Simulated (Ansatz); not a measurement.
# BH5OSn: two geometries relaxed

Are the two ends of the rotation by 120° about the B1–Sn2 bond separate minima, and which lies lower? Each is relaxed from a guess. SMILES of the start: [BH2][SnH2][OH].

Method: RKS B3LYP/def2-SVP, in Ansatz 0.2.0.

### Step 1. Starting point

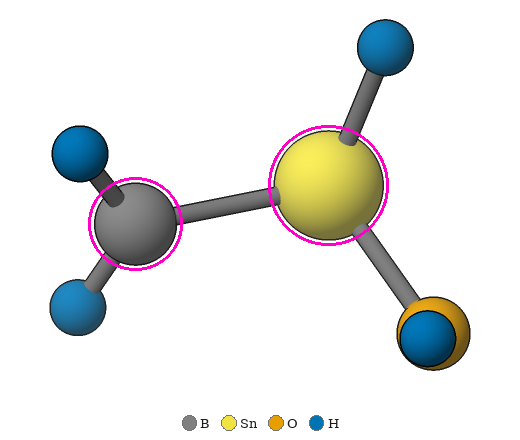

Start, viewed from a chosen angle; boron grey, tin yellow, oxygen amber, hydrogen blue. Ringed: B1, Sn2.

As a file:

```xyz
8

B    -0.9983    0.5090   -0.9728
Sn    0.7001    0.1284    0.3080
O     0.6559   -1.7775    0.8192
H    -1.1045   -0.0129   -2.0099
H    -1.8462    1.3471   -0.6677
H     0.6212    1.1464    1.7426
H     2.2034    0.4868   -0.5650
H    -0.1393   -1.8845    1.2897
```

### Step 2. End point A

Contents of input.yaml:

```yaml
crystal:
  periodic: [false, false, false]
  atoms:
    - { symbol: B, position_ang: [-0.9983, 0.509, -0.9728] }
    - { symbol: Sn, position_ang: [0.7001, 0.1284, 0.308] }
    - { symbol: O, position_ang: [0.6559, -1.7775, 0.8192] }
    - { symbol: H, position_ang: [-1.1045, -0.0129, -2.0099] }
    - { symbol: H, position_ang: [-1.8462, 1.3471, -0.6677] }
    - { symbol: H, position_ang: [0.6212, 1.1464, 1.7426] }
    - { symbol: H, position_ang: [2.2034, 0.4868, -0.565] }
    - { symbol: H, position_ang: [-0.1393, -1.8845, 1.2897] }
basis:
  gaussian: { orbitals: def2-SVP }
hamiltonian:
  xc: b3lyp
relax:
  f_tol: 0.015
  max_steps: 40
```

Started as:

```
> ansatz run input.yaml --threads 1 --pin off --max-ram 2048MiB --backend cpu --events-out ev --progress --plain --runs-dir out
```

What it wrote, cut to the lines that bear on the results:

```text
Warning: RAYON_NUM_THREADS=1 ignored (pool sized by the plan → 1); use --threads N
[...]
Functional definition: B3LYP
[...]
946 factors; integrals over basis functions are off by at most 2.9e-4 eV
[...]
mean field -8634.31742465 eV, -317.3053128053 hartree, gradient 3.8e-5 eV, S^2 0.000000; 0 other end points of the search recorded, 0 dependent functions left out
[...]
reference -8634.31768141 eV, -317.3053222409 hartree; 20, 20 occupied and 59, 59 virtual orbitals, 946 factors
relax step   1: F+E_penalty+E_count = -8634.31742465 eV  Δ(F+E_penalty+E_count) = +0.000e0 eV  max|allowed force component| = 1.867e0 eV/Å  Δτ_max = 0.0000 Å  (25 SCF iters, accepted)
[...]
relax step   3: F+E_penalty+E_count = -8634.58387076 eV  Δ(F+E_penalty+E_count) = -2.905e-2 eV  max|allowed force component| = 2.516e-1 eV/Å  Δτ_max = 0.0723 Å  (29 SCF iters, accepted)
[...]
relax step   5: F+E_penalty+E_count = -8634.60991756 eV  Δ(F+E_penalty+E_count) = -1.526e-2 eV  max|allowed force component| = 9.737e-2 eV/Å  Δτ_max = 0.2000 Å  (28 SCF iters, accepted)
[...]
relax step   7: F+E_penalty+E_count = -8634.61580865 eV  Δ(F+E_penalty+E_count) = -5.891e-3 eV  max|allowed force component| = 7.411e-2 eV/Å  Δτ_max = 0.0888 Å  (27 SCF iters, accepted)
[...]
relax step   9: F+E_penalty+E_count = -8634.61500144 eV  Δ(F+E_penalty+E_count) = +4.557e-3 eV  max|allowed force component| = 4.164e-1 eV/Å  Δτ_max = 0.1382 Å  (28 SCF iters, rejected (line search))
[...]
relax step  10: F+E_penalty+E_count = -8634.62350125 eV  Δ(F+E_penalty+E_count) = -3.943e-3 eV  max|allowed force component| = 7.776e-2 eV/Å  Δτ_max = 0.0690 Å  (27 SCF iters, accepted)
[...]
946 factors; integrals over basis functions are off by at most 3.1e-4 eV
mean field -8634.62631231 eV, -317.3166642175 hartree, gradient 2.0e-5 eV, S^2 0.000000; 0 other end points of the search recorded, 0 dependent functions left out
[...]
reference -8634.62657459 eV, -317.3166738562 hartree; 20, 20 occupied and 59, 59 virtual orbitals, 946 factors
```

### Step 3. The output, continued: end point A relaxed

Output, continued, cut to the lines that bear on the results:

```text
relax step  11: F+E_penalty+E_count = -8634.62631231 eV  Δ(F+E_penalty+E_count) = -2.811e-3 eV  max|allowed force component| = 5.354e-2 eV/Å  Δτ_max = 0.0731 Å  (27 SCF iters, accepted)
[...]
relax step  17: F+E_penalty+E_count = -8634.63401686 eV  Δ(F+E_penalty+E_count) = -3.603e-4 eV  max|allowed force component| = 8.793e-2 eV/Å  Δτ_max = 0.0302 Å  (28 SCF iters, accepted)
[...]
relax step  18: F+E_penalty+E_count = -8634.63460500 eV  Δ(F+E_penalty+E_count) = -5.881e-4 eV  max|allowed force component| = 1.159e-2 eV/Å  Δτ_max = 0.0281 Å  (29 SCF iters, accepted)
946 factors; integrals over basis functions are off by at most 3.5e-4 eV
mean field -8634.63460500 eV, -317.3169689682 hartree, gradient 2.1e-5 eV, S^2 0.000000; 1 other end points of the search recorded, 0 dependent functions left out
[...]
reference -8634.63486546 eV, -317.3169785398 hartree; 20, 20 occupied and 59, 59 virtual orbitals, 946 factors
Total energy: -8634.63486546 eV, -317.3169785398 hartree
Atom 0 at    -1.091553     0.596167    -1.031649 Å, force     0.011592     0.007144     0.006235 eV/Å
Atom 1 at     0.645340     0.208225     0.375758 Å, force    -0.000937     0.002470    -0.005883 eV/Å
Atom 2 at     0.926399    -1.751377     0.741059 Å, force    -0.004376     0.000014    -0.001895 eV/Å
Atom 3 at    -1.852779    -0.279372    -1.354536 Å, force    -0.001501    -0.003037     0.001304 eV/Å
Atom 4 at    -1.266325     1.706264    -1.467990 Å, force    -0.002017    -0.006761     0.000147 eV/Å
Atom 5 at     0.433974     1.005171     1.899867 Å, force    -0.001003     0.002577     0.000035 eV/Å
Atom 6 at     2.175155     0.638975    -0.280640 Å, force    -0.002662    -0.001044     0.002035 eV/Å
Atom 7 at     0.122091    -2.181253     1.062231 Å, force     0.000904    -0.001364    -0.001979 eV/Å
Dipole moment:    -0.432419     0.240060    -0.082854 e Å
```

Wall time 64 s (1 thread of Arm Neoverse V1, shared host); peak memory 0.15 GiB.

The steps of the relaxation:

```
step  energy from step 1 (eV)  largest force component (eV/Å)
   1                   0.0000                          1.8671
   2                  -0.2374                          0.4415
   3                  -0.2664                          0.2516
   4                  -0.2772                          0.1954
   5                  -0.2925                          0.0974
  6x                  -0.2856                          0.6130
   7                  -0.2984                          0.0741
   8                  -0.3021                          0.1477
  9x                  -0.2976                          0.4164
  10                  -0.3061                          0.0778
  11                  -0.3089                          0.0535
  12                  -0.3113                          0.1184
  13                  -0.3119                          0.1719
  14                  -0.3143                          0.0737
  15                  -0.3161                          0.0138
  16                  -0.3162                          0.1444
  17                  -0.3166                          0.0879
  18                  -0.3172                          0.0116
```

Step 1 is the start. 2 steps were tried and not accepted (marked x).

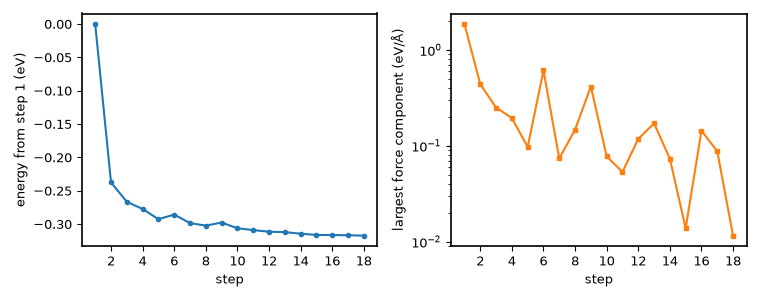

Energy and largest force along the relaxation.

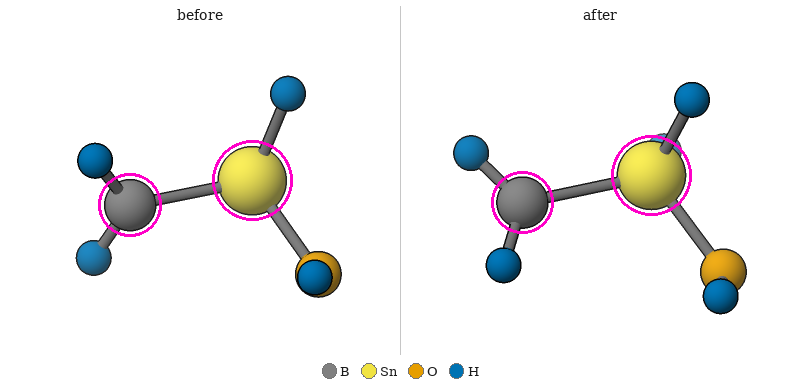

The structure before (left) and after (right), drawn at the same scale.

After: Bond lengths: B1–Sn2 2.269 Å, Sn2–O3 2.013 Å, B1–H4 1.204 Å, B1–H5 1.206 Å, Sn2–H6 1.733 Å, Sn2–H7 1.720 Å, O3–H8 0.967 Å. Angles: B1–Sn2–O3 112.7°, B1–Sn2–H6 111.9°, B1–Sn2–H7 113.7°, O3–Sn2–H6 107.8°, O3–Sn2–H7 100.9°, H6–Sn2–H7 109.2°, Sn2–B1–H4 121.7°, Sn2–B1–H5 119.5°, H4–B1–H5 118.7°, Sn2–O3–H8 112.1°.

### Step 4. Relaxing end B

The second end starts from a geometry with the move made by hand.

Contents of input.yaml:

```yaml
crystal:
  periodic: [false, false, false]
  atoms:
    - { symbol: B, position_ang: [-0.9983, 0.509, -0.9728] }
    - { symbol: Sn, position_ang: [0.7001, 0.1284, 0.308] }
    - { symbol: O, position_ang: [2.33446, 0.55117, -0.71467] }
    - { symbol: H, position_ang: [-1.1045, -0.0129, -2.0099] }
    - { symbol: H, position_ang: [-1.8462, 1.3471, -0.6677] }
    - { symbol: H, position_ang: [0.71613, -1.55843, 0.81296] }
    - { symbol: H, position_ang: [0.60612, 1.15626, 1.75201] }
    - { symbol: H, position_ang: [2.3294, -0.03727, -1.43499] }
basis:
  gaussian: { orbitals: def2-SVP }
hamiltonian:
  xc: b3lyp
relax:
  f_tol: 0.015
  max_steps: 40
```

Started as:

```
> ansatz run input.yaml --threads 1 --pin off --max-ram 2048MiB --backend cpu --events-out ev --progress --plain --runs-dir out
```

What it wrote, cut to the lines that bear on the results:

```text
Warning: RAYON_NUM_THREADS=1 ignored (pool sized by the plan → 1); use --threads N
[...]
Functional definition: B3LYP
[...]
945 factors; integrals over basis functions are off by at most 3.9e-4 eV
[...]
mean field -8634.33994446 eV, -317.3061403930 hartree, gradient 3.4e-5 eV, S^2 0.000000; 0 other end points of the search recorded, 0 dependent functions left out
[...]
reference -8634.34020311 eV, -317.3061498983 hartree; 20, 20 occupied and 59, 59 virtual orbitals, 945 factors
relax step   1: F+E_penalty+E_count = -8634.33994446 eV  Δ(F+E_penalty+E_count) = +0.000e0 eV  max|allowed force component| = 2.097e0 eV/Å  Δτ_max = 0.0000 Å  (25 SCF iters, accepted)
[...]
relax step   5: F+E_penalty+E_count = -8634.62044546 eV  Δ(F+E_penalty+E_count) = -1.183e-2 eV  max|allowed force component| = 4.385e-2 eV/Å  Δτ_max = 0.1460 Å  (28 SCF iters, accepted)
[...]
reference -8634.63494470 eV, -317.3169814520 hartree; 20, 20 occupied and 59, 59 virtual orbitals, 945 factors
Total energy: -8634.63494470 eV, -317.3169814520 hartree
Atom 0 at    -1.100347     0.559791    -1.021094 Å, force    -0.001725    -0.000065     0.004537 eV/Å
Atom 1 at     0.670998     0.151919     0.336033 Å, force    -0.003292     0.001206    -0.005360 eV/Å
Atom 2 at     2.426550     0.340842    -0.631032 Å, force     0.000244     0.000663     0.002404 eV/Å
Atom 3 at    -0.975665     0.615495    -2.217982 Å, force     0.001701     0.001077     0.001565 eV/Å
Atom 4 at    -2.197520     0.714808    -0.546819 Å, force     0.002764    -0.001524    -0.001786 eV/Å
Atom 5 at     0.604315    -1.442220     1.012623 Å, force     0.000861     0.001837     0.000511 eV/Å
Atom 6 at     0.869339     1.297152     1.602424 Å, force    -0.000219    -0.001311    -0.000534 eV/Å
Atom 7 at     2.439539    -0.154456    -1.461244 Å, force    -0.000334    -0.001883    -0.001337 eV/Å
Dipole moment:    -0.444239    -0.145215    -0.190434 e Å
```

Wall time 65 s (1 thread of Arm Neoverse V1, shared host); peak memory 0.15 GiB.

The steps of the relaxation:

```
step  energy from step 1 (eV)  largest force component (eV/Å)
   1                   0.0000                          2.0975
   2                  -0.2404                          0.6377
   3                  -0.2642                          0.2220
   4                  -0.2687                          0.2913
   5                  -0.2805                          0.0439
  6x                  -0.2566                          0.7345
   7                  -0.2844                          0.0493
   8                  -0.2875                          0.1120
   9                  -0.2891                          0.1729
 10x                  -0.2841                          0.3253
  11                  -0.2920                          0.0447
  12                  -0.2936                          0.0223
 13x                  -0.2928                          0.1843
 14x                  -0.2922                          0.0735
  15                  -0.2941                          0.0137
  16                  -0.2944                          0.0497
 17x                  -0.2914                          0.1792
  18                  -0.2947                          0.0054
```

Step 1 is the start. 5 steps were tried and not accepted (marked x).

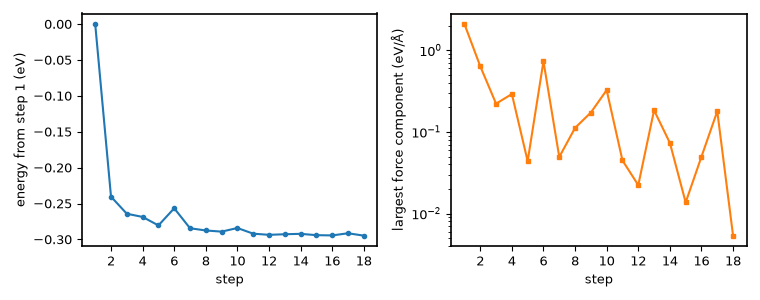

Energy and largest force along the relaxation.

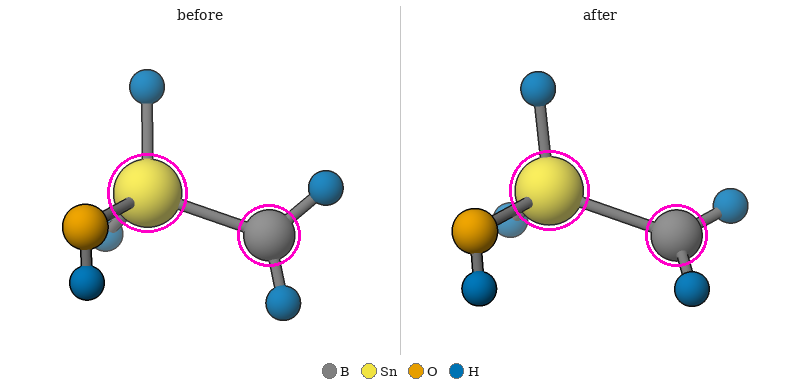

The structure before (left) and after (right), drawn at the same scale.

After: Bond lengths: B1–Sn2 2.268 Å, Sn2–O3 2.013 Å, B1–H4 1.205 Å, B1–H5 1.205 Å, Sn2–H6 1.733 Å, Sn2–H7 1.719 Å, O3–H8 0.967 Å. Angles: B1–Sn2–O3 112.1°, B1–Sn2–H6 111.6°, B1–Sn2–H7 114.3°, O3–Sn2–H6 107.9°, O3–Sn2–H7 101.0°, H6–Sn2–H7 109.2°, Sn2–B1–H4 121.5°, Sn2–B1–H5 119.9°, H4–B1–H5 118.6°, Sn2–O3–H8 112.1°.

### Step 5. What came out

```
                           quantity                     value
                              end A  15 moves, 0.317 eV lower
                              end B  12 moves, 0.295 eV lower
largest difference between the ends                    0.08 Å
            end B relative to end A                 -0.000 eV
```

In words: The two relaxations end at one structure, within 0.08 Å: no second minimum was found from this start, which doesn't rule one out.
